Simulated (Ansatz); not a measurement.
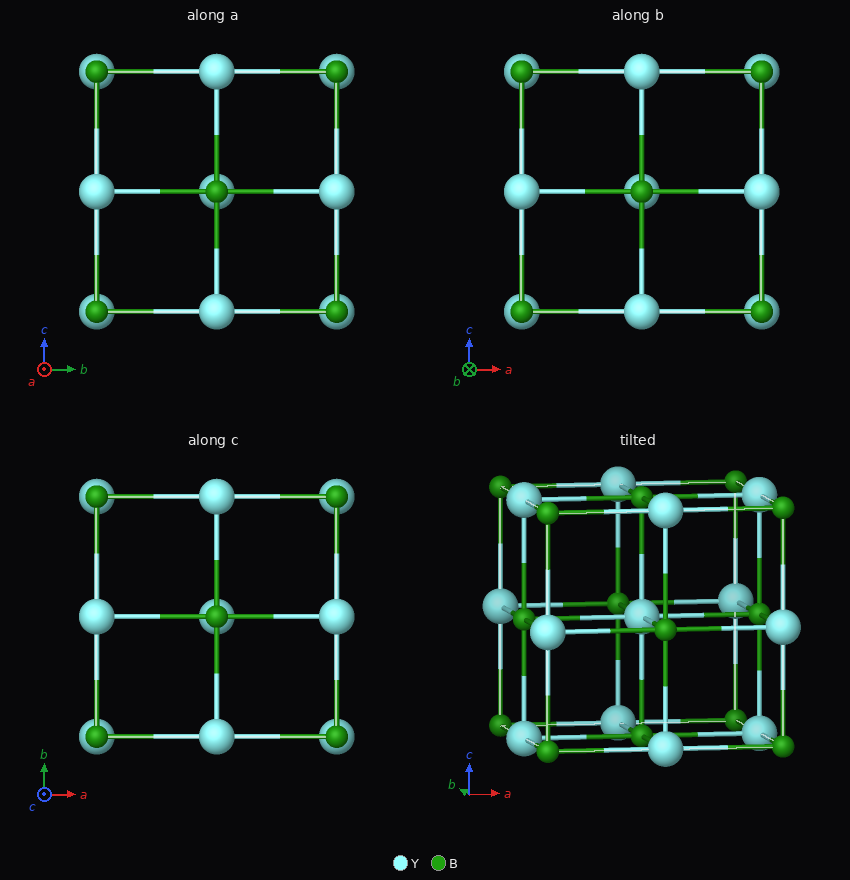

A ball-and-stick picture of a crystal structure, seen along the a axis, along the b axis, along the c axis and slightly off an axis. One conventional unit cell is framed, with atoms on its boundary repeated.

Lattice parameters: a = 5.2880 Å, b = 5.2880 Å, c = 5.2880 Å, α = 90.000°, β = 90.000°, γ = 90.000°.

Record the structure as a CIF in P1 with every atom of the cell.

Answer.
```cif
data_structure
_symmetry_space_group_name_H-M 'P 1'
_symmetry_Int_Tables_number 1
_cell_length_a 5.2880
_cell_length_b 5.2880
_cell_length_c 5.2880
_cell_angle_alpha 90.000
_cell_angle_beta 90.000
_cell_angle_gamma 90.000
_cell_volume 147.87
loop_
_atom_site_label
_atom_site_type_symbol
_atom_site_fract_x
_atom_site_fract_y
_atom_site_fract_z
_atom_site_occupancy
Y1 Y 0.5000 0.0000 0.0000 1
B1 B 0.0000 0.0000 0.0000 1
Y2 Y 0.5000 0.5000 0.5000 1
B2 B 0.0000 0.5000 0.5000 1
Y3 Y 0.0000 0.0000 0.5000 1
B3 B 0.5000 0.0000 0.5000 1
Y4 Y 0.0000 0.5000 0.0000 1
B4 B 0.5000 0.5000 0.0000 1
```

The structure comes from a structure type filled with these elements by a generator (whether the compound takes this form wasn't checked). The cell was then strained or its atoms displaced on purpose. A calculation with Ansatz used it as input.
